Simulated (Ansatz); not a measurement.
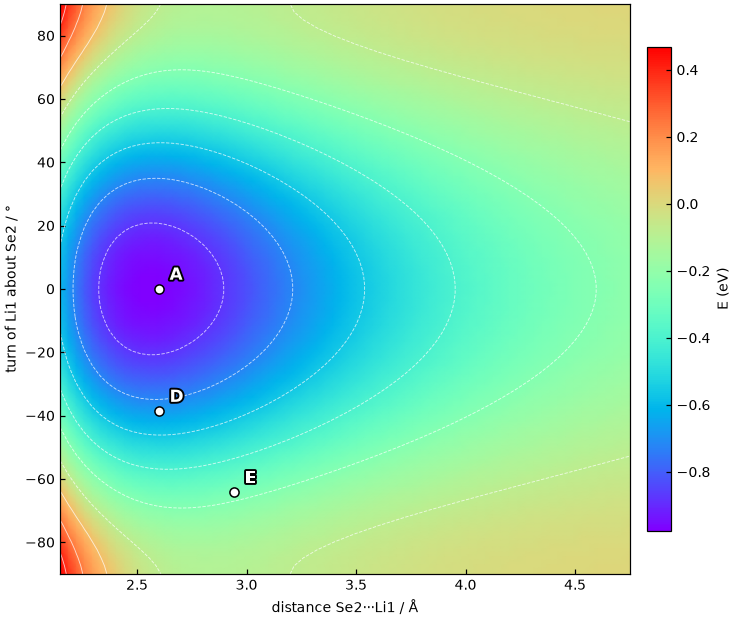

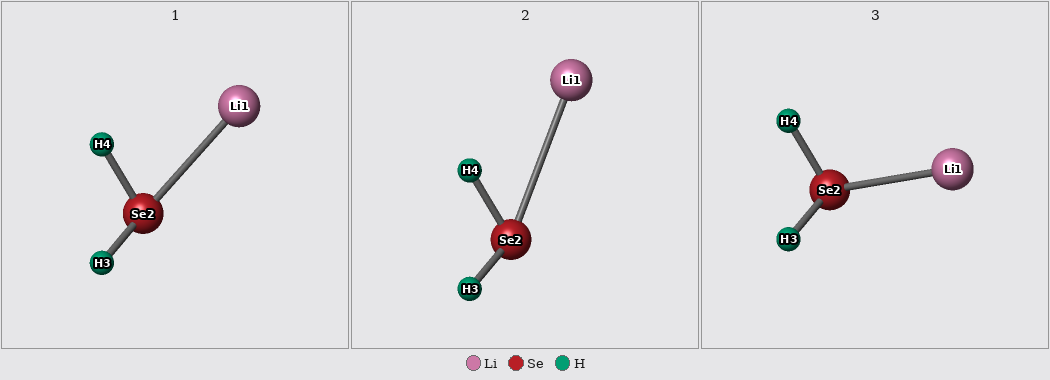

H₂LiSe, charge +1. The turn is about an axis along (−0.94, −0.04, −0.35) in the frame of the relaxed pair, normal to the line between the partners. First axis: distance Se2···Li1. Second axis: turn of Li1 about Se2. The scan uses a 15 × 15 grid; 120 points were computed and 105 follow by symmetry. Energies: eV, counted from the ion and the molecule far apart, frozen as in the relaxed pair, each in its own basis (no counterpoise correction). Computed with Ansatz 0.2.0, RHF-MP2, frozen core/def2-TZVPD.

The picture shows a smooth colour map with a few white contour lines, lettered points. Between grid points the surface is interpolated. The numbered pictures are the structures at these points, in random order.

**Which structure belongs to which point?**

A is structure 3: distance Se2···Li1 = 2.600 Å, turn of Li1 about Se2 = 0.0°, −0.98 eV; D is structure 1: distance Se2···Li1 = 2.600 Å, turn of Li1 about Se2 = −38.6°, −0.67 eV; E is structure 2: distance Se2···Li1 = 2.944 Å, turn of Li1 about Se2 = −64.3°, −0.27 eV.
